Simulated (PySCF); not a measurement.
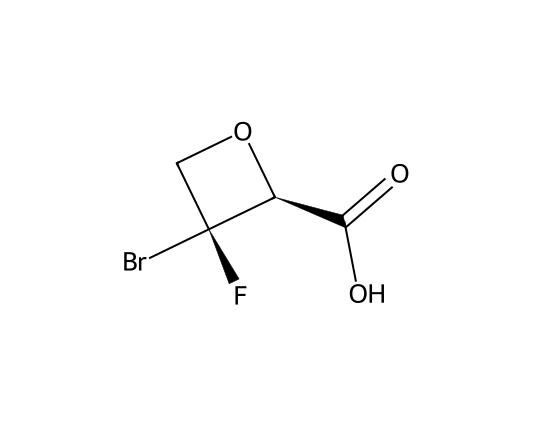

A structural formula.

Write the SMILES.

Answer. O=C(O)[C@@H]1OC[C@@]1(F)Br

Give the formula, hydrogens included.

Answer. C4H4BrFO3.

An optimisation with GFN2-xTB gave a structure of which point group?

Answer. C1.

More results for the same structure follow; atom numbers are the same in all pictures, views and colours differ. The computed structure is the end point of a GFN2-xTB optimisation. No frequency run is at hand to confirm it as a minimum.

Dipole moment

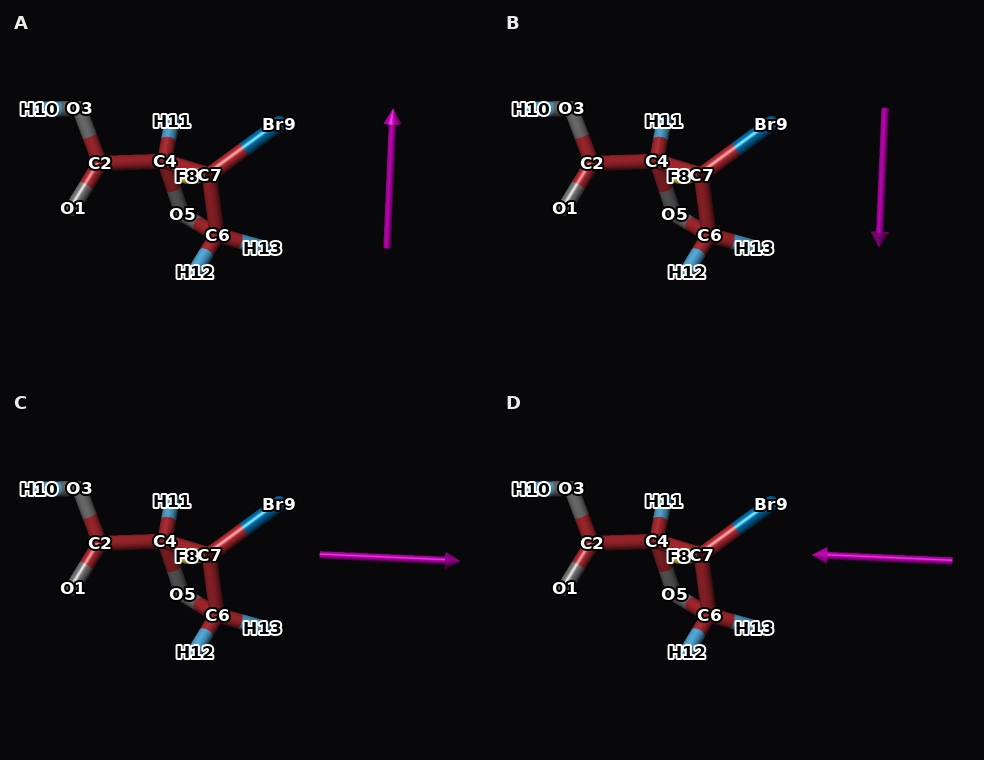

The same molecule four times, each with an arrow. No frequency run is at hand to confirm it as a minimum. Method: B3LYP/pcJ-1 (pcSseg-1 on Br), gas phase (PySCF 2.14.0).

Which arrow points along the dipole moment, from the negative to the positive end?

Answer. A. The dipole moment is 1.15 D; it points from the side of H12 to the side of O3, Br9, H10 (the outermost atoms at the two ends).

Spin–spin coupling

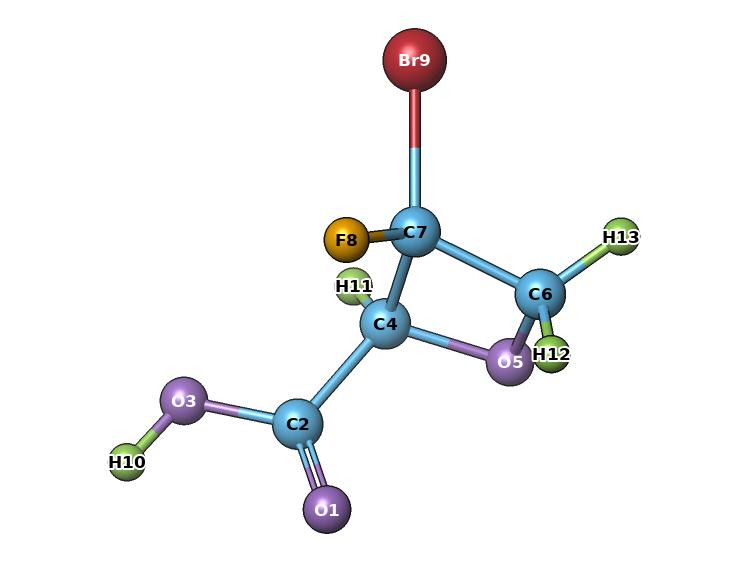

No frequency run is at hand to confirm it as a minimum. Level of theory: B3LYP/pcJ-1 (pcSseg-1 on Br) indirect spin-spin coupling, non-relativistic, gas phase (PySCF 2.14.0). Isotopes: 13C, 19F, 1H, 17O.

Give the spin–spin coupling constants of these pairs, with the number of bonds between them: C7/F8, C4/F8, C6/F8, C2/F8, O5/F8, F8/H13, F8/H12, F8/H11.

| pair | bonds apart | J (Hz) |
| --- | --- | --- |
| C7, F8 | 1 | −368.4 |
| C4, F8 | 2 | 18.4 |
| C6, F8 | 2 | 20.2 |
| C2, F8 | 3 | 4.6 |
| O5, F8 | 3 | 12.0 |
| F8, H13 | 3 | 12.3 |
| F8, H12 | 3 | 15.5 |
| F8, H11 | 3 | 9.5 |

Density functionals are unreliable for couplings to fluorine, so those rows may be far off.

Quadrupole coupling

No frequency run is at hand to confirm it as a minimum. Electric field gradients from the ground-state density, B3LYP/pcJ-1 (pcSseg-1 on Br) (PySCF 2.14.0), non-relativistic apart from any core potentials.

Give the largest field-gradient component, the quadrupole coupling constant and the asymmetry for 17O at O1 (Q = −25.6 mb), 17O at O3 (Q = −25.6 mb), 17O at O5 (Q = −25.6 mb), 79Br at Br9 (Q = 313 mb), 2H at H10 (Q = 2.86 mb), 2H at H11 (Q = 2.86 mb), 2H at H12 (Q = 2.86 mb), 2H at H13 (Q = 2.86 mb).

```tsv
atom	V_zz (a.u.)	e²qQ/h (MHz)	η
O1	−1.564	9.41	0.25
O3	1.618	−9.73	0.41
O5	−2.088	12.56	0.78
Br9	8.016	589.5	0.01
H10	0.415	0.279	0.10
H11	0.276	0.185	0.02
H12	0.278	0.187	0.03
H13	0.285	0.191	0.04
```

The geometry is semi-empirical. Around Br such bond lengths and angles can be off by a tenth of an ångström or more and by several degrees, and values that hang on the shape move with them.
